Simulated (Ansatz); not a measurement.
```xyz
10

C    -1.338    1.525   -0.662
C    -0.437    0.985    0.217
B     0.173   -0.364   -0.066
Si    1.446   -1.624    0.739
H    -1.636    0.996   -1.583
H    -1.806    2.510   -0.486
H    -0.179    1.562    1.122
H    -0.098   -1.034   -1.076
H     2.874   -1.724    0.287
H     1.002   -2.832    1.509
```

### Where will the first 7 clear peaks of this molecule's radial distribution curve from gas electron diffraction lie, and which pairs make them?

Peak 1, 1.12 Å: C–H 1.10 Å (×3)
Peak 2, 1.45 Å: C–C 1.37 Å, Si–H 1.50 Å (×2), C–B 1.51 Å, not resolved
Peak 3, 1.97 Å: Si–B 1.96 Å, C···H 2.13–2.17 Å (×3), not resolved
Peak 4, 2.47 Å: B···H 2.29–2.73 Å (×2), C···H 2.42 Å, Si···H 2.45 Å, C···B 2.49 Å, not resolved
Peak 5, 3.26 Å: B···H 3.04–3.52 Å (×3), Si···C 3.26 Å, not resolved; in its flanks Si···H 3.60 Å
Peak 6, 4.43 Å: C···H 4.28 Å (×2), Si···C 4.43 Å, Si···H 4.66 Å, not resolved
Peak 7, 5.41 Å: Si···H 5.40 Å, C···H 5.40 Å (×2)

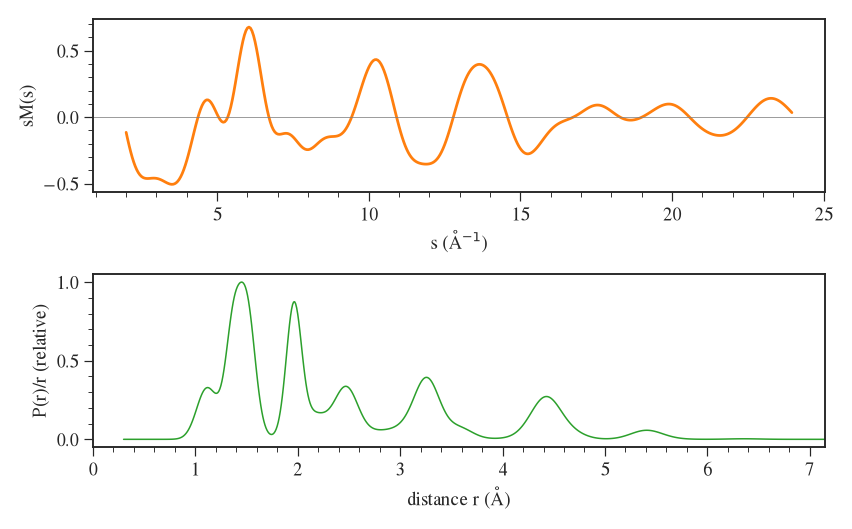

Simulated gas electron diffraction: reduced molecular intensity sM(s) from the Debye equation in the first Born approximation (top) and the radial distribution curve (bottom) of C₂H₆BSi (charge +1, ignored in the scattering factors). Each pair of atoms contributes with weight ZᵢZⱼ/r; damping constant 0.0015 Å²; vibrational amplitudes assumed, not computed: 0.05 Å for bonds, 0.078 Å for bonds to H, 0.06 + 0.015 r up to 0.15 Å for other pairs. The geometry is the end point of an optimisation (Ansatz 0.2.0, RKS PBE-D4/def2-SVP); it may be a saddle point or a higher isomer.
